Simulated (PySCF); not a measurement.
# NH3 (ammonia) at 6 levels

Aim: a comparison of 6 runs (B3LYP/6-31G, UPBE0/6-31G, CCSDT(Q)/6-31G, CCSDTQ/6-31G, NEVPT2(2,2)/6-31G, FCI/6-31G) of NH3 (ammonia). Input form: a Python script.

The results are computed with PySCF 2.14.0.

5 further runs of the same task are left out: 5 set aside as unsound or not needed.

## (1) The molecule

The species is NH3 (4 atoms), meant as a singlet with charge 0. As SMILES, `N`. The N1–H2 distance was set to 1.519 Å, away from the relaxed value. At this shape a bond of the SMILES string is far longer than usual.

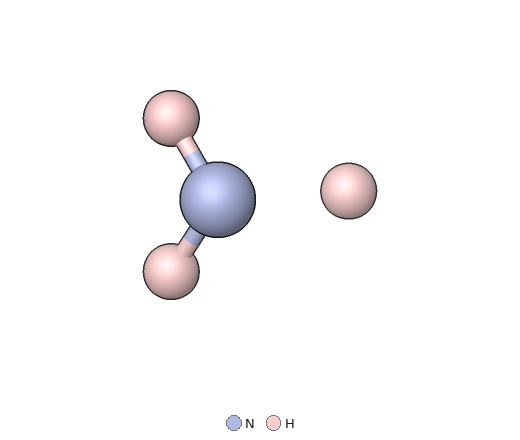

The structure, seen from a chosen angle (nitrogen light blue, hydrogen pink).

## (2) The energy at B3LYP/6-31G (run 1)

calc.py reads:

```python
from pyscf import gto, dft

molecule = gto.Mole()
molecule.atom = 'N -0.350120 0.525135 -0.208218; H 0.490470 -0.301820 0.749180; H -1.167690 -0.026275 -0.438058; H 0.186710 0.629945 -1.060348'
molecule.verbose = 3
molecule.basis = '6-31g'
molecule.max_memory = 1860
molecule.spin = 0
molecule.charge = 0
molecule.build()

myscf = dft.RKS(molecule, xc='b3lyp')
myscf.grids.level = 5
myscf.conv_tol = 1e-10
myscf.kernel()
if not myscf.converged:
    myscf = myscf.newton().run(myscf.mo_coeff, myscf.mo_occ)

energy = myscf.e_tot
print(f'total energy: {energy:.8f} hartree')
```

Run with:

```console
OMP_NUM_THREADS=1 python calc.py
```

The log of the run:

```text
converged SCF energy = -56.4500946604504
total energy: -56.45009466 hartree
```

It took 1.6 s on 1 thread of Arm Neoverse V1, shared host; peak memory 0.16 GiB.

## (3) The energy at UPBE0/6-31G (run 2)

job.py reads:

```python
from pyscf import gto, dft

molecule = gto.Mole()
molecule.atom = '''
N     -0.350120     0.525135    -0.208218
H      0.490470    -0.301820     0.749180
H     -1.167690    -0.026275    -0.438058
H      0.186710     0.629945    -1.060348
'''
molecule.verbose = 3
molecule.max_memory = 1860
molecule.basis = '6-31g'
molecule.build()

ks = dft.UKS(molecule)
ks.xc = 'pbe0'
ks.grids.level = 5
ks.conv_tol = 1e-10
ks.kernel()
if not ks.converged:
    ks = ks.newton().run(ks.mo_coeff, ks.mo_occ)
for _ in range(3):
    mo, _, stable, _ = ks.stability(return_status=True)
    if stable:
        break
    ks.kernel(ks.make_rdm1(mo, ks.mo_occ))

energy = ks.e_tot
print(f'total energy: {energy:.8f} hartree')
```

Run with:

```console
OMP_NUM_THREADS=1 python job.py
```

The log of the run:

```text
converged SCF energy = -56.3755370791278  <S^2> = 1.1803891e-12  2S+1 = 1
<class 'pyscf.dft.uks.UKS'> wavefunction is stable in the internal stability analysis
total energy: -56.37553708 hartree
```

Run time: 4.8 s. Hardware: 1 thread of Arm Neoverse V1, shared host; peak memory 0.32 GiB.

Runs 3 to 5 aren't shown in full; the table further down has their settings and results.

## (4) The energy at FCI/6-31G (run 6)

input.py reads:

```python
from pyscf import gto, mcscf
from pyscf import fci

molecule = gto.M(
    atom='N -0.350120 0.525135 -0.208218; H 0.490470 -0.301820 0.749180; H -1.167690 -0.026275 -0.438058; H 0.186710 0.629945 -1.060348',
    spin=0,
    verbose=4,
    max_memory=1860,
    basis='6-31g',
)

myscf = molecule.RHF()
myscf.conv_tol = 1e-10
myscf.kernel()
if not myscf.converged:
    myscf = myscf.newton().run(myscf.mo_coeff, myscf.mo_occ)

cas = mcscf.CASCI(myscf, myscf.mo_coeff.shape[-1] - 1, (molecule.nelec[0] - 1, molecule.nelec[1] - 1))  # full CI above the frozen core
cas.fcisolver = fci.direct_spin0.FCI(molecule)  # even spin states alone
cas.kernel()
print('<S^2> = %.4f' % cas.fcisolver.spin_square(cas.ci, cas.ncas, cas.nelecas)[0])
e_final = cas.e_tot
print(f'total energy: {e_final:.8f} hartree')
```

Run with:

```console
OMP_NUM_THREADS=1 python input.py
```

The log of the run:

```text
PySCF version 2.14.0

[... 58 lines left out ...]
converged SCF energy = -56.0664432267489
[... 1 line left out ...]
******** <class 'pyscf.mcscf.casci.CASCI'> ********
CAS (4e+4e, 14o), ncore = 1, nvir = 0
natorb = False
canonicalization = True
sorting_mo_energy = False
******** <class 'pyscf.fci.direct_spin0.FCISolver'> ********
max. cycles = 100
conv_tol = 1e-10
davidson only = False
linear dependence = 1e-14
level shift = 0.001
max iter space = 12
nroots = 1
pspace_size = 400
spin = None
Density matrix diagonal elements [1.97961224 1.96688209 1.926421   1.94327123 0.08114094 0.0210221
 0.0162324  0.00446592 0.01520119 0.01272282 0.00555419 0.01073153
 0.01191093 0.00483143]
CASCI converged
CASCI E = -56.2194102851352  E(CI) = -19.2974437055304  S^2 = 0.0000000
<S^2> = 0.0000
total energy: -56.21941029 hartree
```

Wall time 22 s (1 thread of Arm Neoverse V1, shared host); peak memory 0.34 GiB.

## (5) The series

```csv
run,level,follow instability,integration grid,energy (Eh),dipole moment (D) of the reference,HOMO energy (eV),LUMO energy (eV),wall time
1,B3LYP/6-31G,–,5,-56.450095,2.12,-6.60,-0.83,1.6 s
2,UPBE0/6-31G,yes,5,-56.375537,2.18,-6.89,-0.50,4.8 s
3,CCSDT(Q)/6-31G,–,–,-56.219411,2.23,-11.16,3.41,1.1 s
4,CCSDTQ/6-31G,–,–,-56.219374,2.23,-11.16,3.41,51 s
5,"NEVPT2(2,2)/6-31G",–,–,-56.207903,2.23,-11.16,3.41,0.81 s
6,FCI/6-31G,–,–,-56.219410,2.23,-11.16,3.41,22 s
```

## (6) Results

| quantity | value |
| --- | --- |
| run 6: total energy | -56.21941 Eh |
| run 6: dipole moment (Hartree–Fock density) | 2.23 D |
| run 6: HOMO energy (Hartree–Fock orbitals) | -11.16 eV |
| run 6: LUMO energy (Hartree–Fock orbitals) | 3.41 eV |
| run 6: HOMO–LUMO gap (Hartree–Fock orbitals) | 14.57 eV |
| run 6: correlation energy (1 core orbital frozen) | -153.0 mEh |

What this shows: Against full CI in this basis: CCSDT(Q) -0.0 mEh; CCSDTQ +0.0 mEh. Totals of different functionals can't be ranked against each other. All runs together took 82 s, the longest 51 s.
